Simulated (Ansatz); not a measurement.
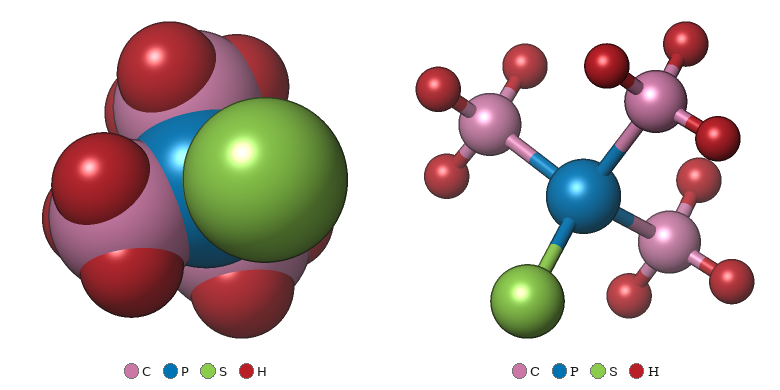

Both panels show the same species.

The computed structure is the end point of a PBE0-D4/def2-TZVP optimisation.

Question: What is the molecular formula?

Answer: C₃H₉PS, 14 atoms: 3 carbon, 9 hydrogen, 1 phosphorus and 1 sulfur.

Question: How many atoms are distinct by symmetry?

Answer: 5: 3 C, 1 P, 1 S, 6 H, 3 H.

More results for the same structure follow; atom numbers are the same in all pictures, views and colours differ.

**Geometry**

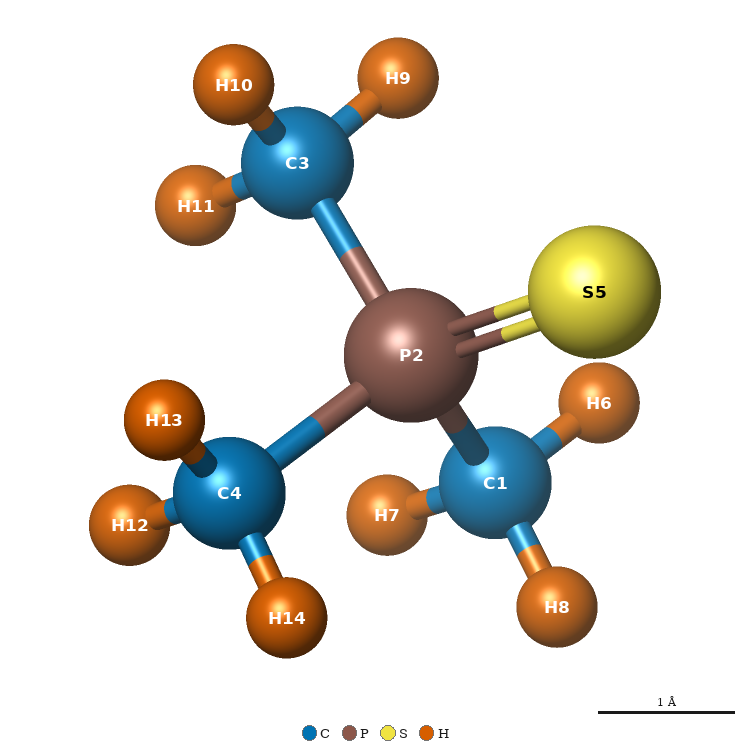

Numbered structure.

Give these bond angles: C1–P2–C3, C1–P2–S5, P2–C1–H7, P2–C1–H6.

```
   angle  degrees
C1–P2–C3    104.3
C1–P2–S5    114.3
P2–C1–H7    111.6
P2–C1–H6    108.6
```

**Levels of theory compared**

Program: Ansatz 0.2.0.

Tabulate HOMO–LUMO gap (eV) at these levels: BLYP-D4/def2-TZVPP; CAM-B3LYP-D4/def2-TZVPP; PBE-D4/def2-TZVPP; PBE0-D4/def2-QZVPP; r2SCAN0-D4/def2-TZVPP; ωB97M-V/def2-SVP.

```tsv
level	HOMO–LUMO gap (eV)
BLYP-D4/def2-TZVPP	4.87
CAM-B3LYP-D4/def2-TZVPP	8.94
PBE-D4/def2-TZVPP	5.06
PBE0-D4/def2-QZVPP	6.59
r2SCAN0-D4/def2-TZVPP	7.61
ωB97M-V/def2-SVP	10.94
```

**Charges**

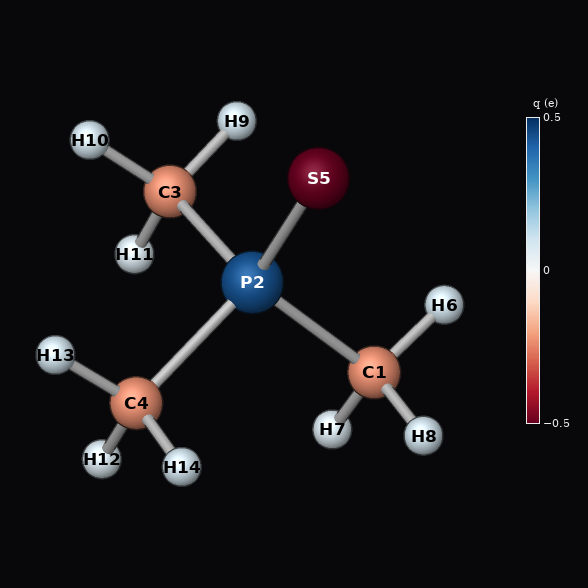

Atoms are coloured by their Mulliken charges. Level of theory: RKS r2SCAN-D4/def2-TZVPP (Ansatz 0.2.0).

Question: Which atom carries the highest charge (most positive or least negative)?

Answer: P2 (0.43 e).

Question: And the lowest?

Answer: S5 (−0.49 e).

Give the Mulliken charges atom by atom.

```
atom  value (e)
  C1      −0.23
  P2       0.43
  C3      −0.23
  C4      −0.23
  S5      −0.49
  H6       0.09
  H7       0.07
  H8       0.09
  H9       0.09
 H10       0.09
 H11       0.07
 H12       0.07
 H13       0.09
 H14       0.09
```

**Thermal motion**

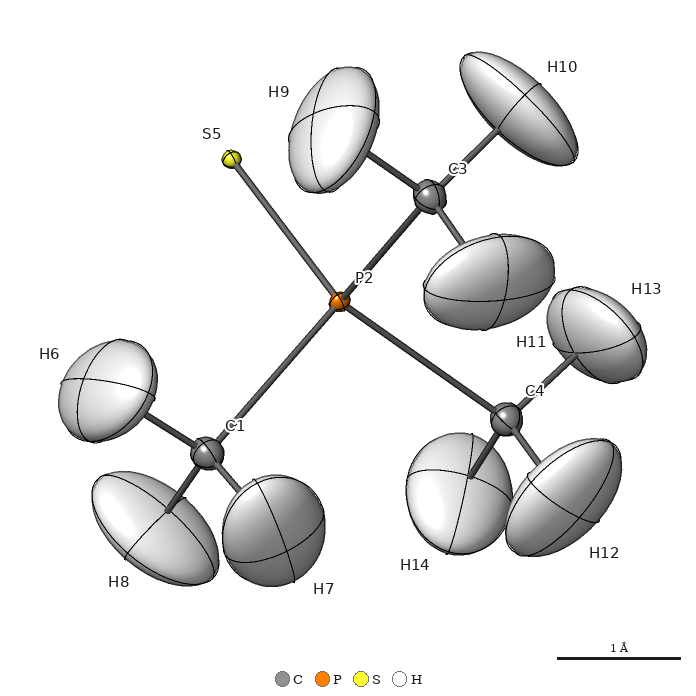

Displacement ellipsoids at the 50 % level, enlarged 2 times, from the internal vibrations of the free molecule (harmonic, no overall translation or rotation; no half-axis is drawn under 0.075 Å). Vibrations computed with RKS PBE0-D4/def2-TZVP (Ansatz 0.2.0). Temperature: 0 K (zero-point motion alone).

Give the displacement parameters, one line for each set of equivalent atoms.

```csv
atom,U_eq (Å²),rms amplitudes (Å)
"C1, C3, C4",0.0021,"0.043, 0.044, 0.050"
P2,0.00077,"0.025, 0.029, 0.029"
S5,0.00067,"0.025, 0.025, 0.028"
"H6, H8, H9, H10…",0.0226,"0.082, 0.144, 0.201"
"H7, H11, H12",0.0221,"0.085, 0.143, 0.196"
```

Mulliken values depend strongly on the basis set and can even reverse the polarity of a bond.
